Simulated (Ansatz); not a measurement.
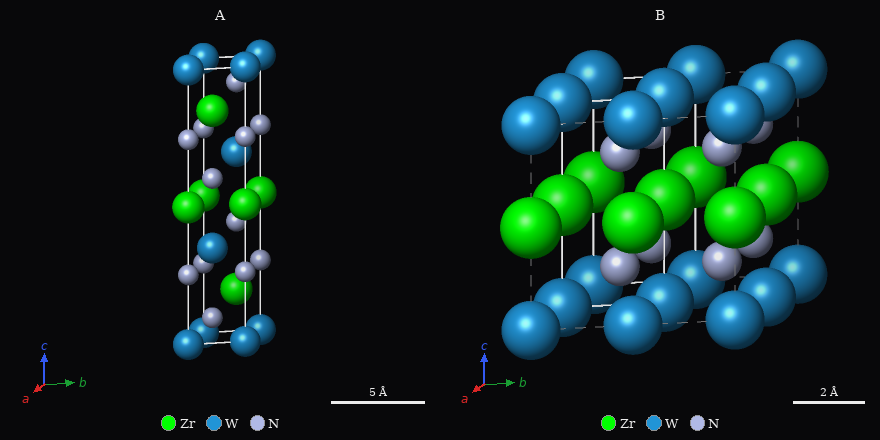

Two structures of ZrWN2, each relaxed to rest (conventional cells in solid outline, small ones repeated, not to one scale). Method: DFT PBE, scalar-relativistic, plane waves, PAW in Ansatz 0.2.0, without spin polarisation.

> Give the type and space group of each.

A: 12 atoms a cell on a rhombohedral (trigonal R) lattice, R-3m. B: 4 atoms a cell on a primitive hexagonal lattice, P-6m2.

> Which of the two does the method prefer?

B is lower, by 103 meV/atom at this level of theory (energies at zero smearing). Volumes: A 11.1, B 11.3 Å³/atom.

One or both may be structure types tried for this composition rather than known phases.
